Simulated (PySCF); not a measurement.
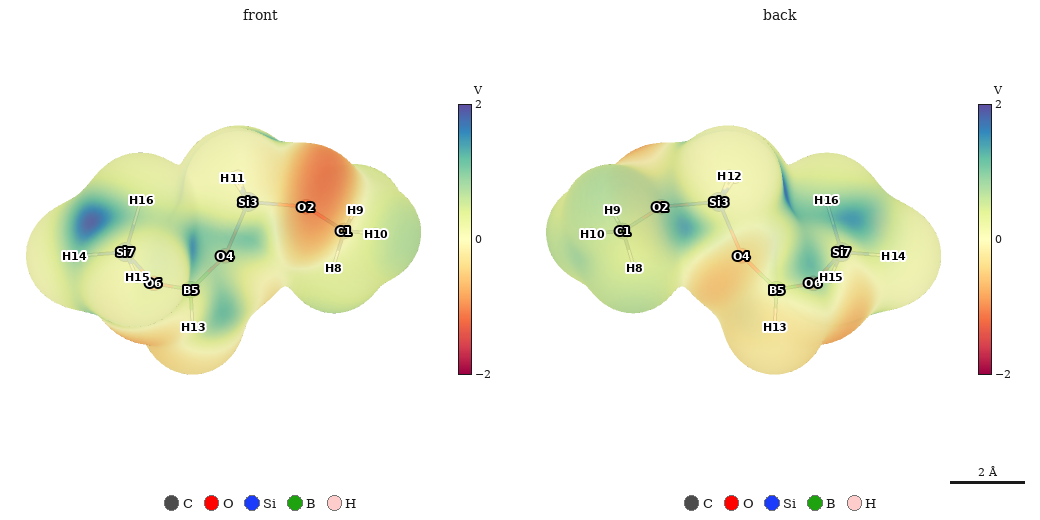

Figure 1: CH$_{9}$BO$_{3}$Si$_{2}$. The electrostatic potential painted on the density surface at 0.002 e/bohr³, seen from the front and from behind; red is negative and blue positive.

Geometry: GFN2-xTB.

Computed with PySCF, B3LYP/def2-SVPD, SCF density, gas phase.

```xyz
16

C    -3.2193    0.2462   -0.0139
O    -2.1230   -0.6100    0.1343
Si   -0.6884   -0.6326   -0.6078
O    -0.0134    0.8384   -0.5497
B     1.0301    1.6209   -0.2870
O     2.1808    1.1653    0.2007
Si    3.1073   -0.0220    0.7796
H    -2.9011    1.2906   -0.0413
H    -3.7587    0.0148   -0.9357
H    -3.8833    0.0926    0.8382
H    -0.0479   -1.6619    0.1931
H    -0.7660   -0.8882   -2.0474
H     0.9292    2.7787   -0.4964
H     4.3931    0.1965    0.1184
H     3.1631    0.2068    2.2239
H     2.5901   -1.3595    0.4796
```

Describe the electrostatic potential map.

The most negative region (about −1.1 V, or −25 kcal/mol for a unit charge) lies over O2, the most positive (about +1.7 V, or +39 kcal/mol for a unit charge) over Si3 and Si7. O2 is the likeliest acceptor of a hydrogen bond.
